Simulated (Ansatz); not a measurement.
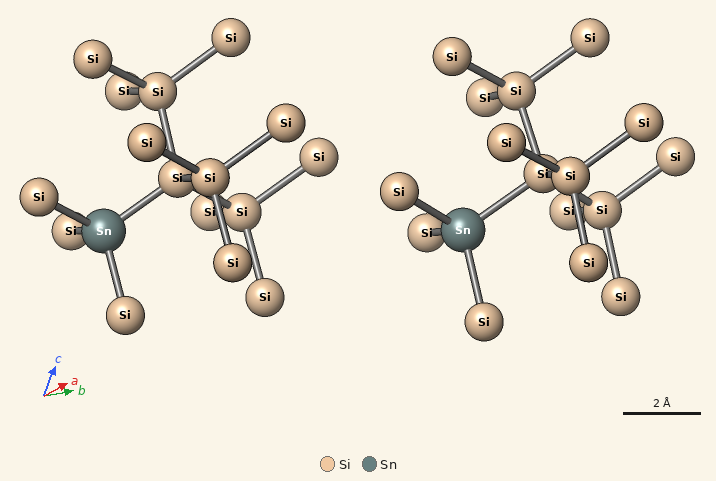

Two geometries of a crystal of Si₁₁₆Sn₁₂ (a generated structure, set up in P1), drawn at one scale. One is the start of a relaxation, the other its converged end. Style: ball-and-stick. Shown: the atoms within 4.2 Å of the atom that moves most (axes of the cell of the calculation (origin shifted)), from a free direction.

The calculation used DFT, PBEsol, PAW, plane waves (Ansatz). Settings: plane-wave cutoff 420 eV; k-point mesh 1 × 1 × 1; mesh shifted by (0.5, 0.5, 0.5); no spin polarisation; cell relaxed at fixed shape; force threshold 0.03 eV/Å; at most 80 steps.

Q: Which one is relaxed?

A: The right one is the relaxed one. Over 4 geometry steps the energy falls by 68.2 meV per atom. Largest force component: 2.7 eV/Å at the start, 0.029 eV/Å at the end. Pressure: 1.13 GPa at the start and 0.01 GPa at the end. The largest moves, 0.23 Å, are those of Si atoms. By element the largest moves are Si 0.23 Å, Sn 0.09 Å. The lattice vectors keep their values. Among the contacts that change: Si–Sn 2.360 → 2.563 Å, Si–Sn 2.377 → 2.550 Å, Si–Sn 2.412 → 2.531 Å, Si–Si 2.464 → 2.362 Å. Among the angles between lasting bonds that change: Si–Si–Sn 111.0° → 105.3°, Si–Si–Si 111.7° → 106.6°, Si–Si–Sn 109.0° → 104.8°. The space group stays P1 (No. 1). Cost: 5.7 s on 1 × NVIDIA GB200 with 8 threads of Arm Neoverse-V2, peak memory 2.3 GiB.
